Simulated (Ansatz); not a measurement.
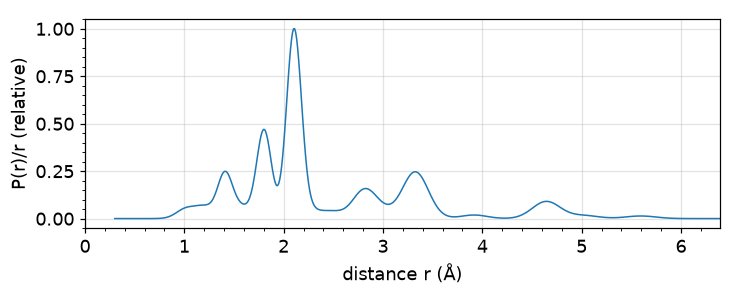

Simulated gas electron diffraction: radial distribution curve of AlBClH₄N. Each pair of atoms contributes with weight ZᵢZⱼ/r; damping constant 0.0015 Å²; vibrational amplitudes assumed, not computed: 0.05 Å for bonds, 0.078 Å for bonds to H, 0.06 + 0.015 r up to 0.15 Å for other pairs. The geometry is the end point of an optimisation (RKS PBE0-D4/6-31G* (Ansatz)); it may be a saddle point or a higher isomer.

> Read the positions of the first 6 clear peaks and name the main pairs (– for bonds).

Peak 1, 1.41 Å: B–H 1.20 Å (×2), N–B 1.41 Å, Al–H 1.57 Å, not resolved; in its flanks N–H 1.01 Å
Peak 2, 1.80 Å: Al–N 1.80 Å
Peak 3, 2.11 Å: Cl–Al 2.10 Å
Peak 4, 2.82 Å: Al···B 2.80 Å, Al···H 2.95 Å, N···H 2.96 Å, not resolved
Peak 5, 3.32 Å: Cl···H 3.21–3.42 Å (×2), Cl···N 3.32 Å, not resolved
Peak 6, 4.65 Å: Cl···B 4.64 Å; in its flanks Cl···H 5.02 Å
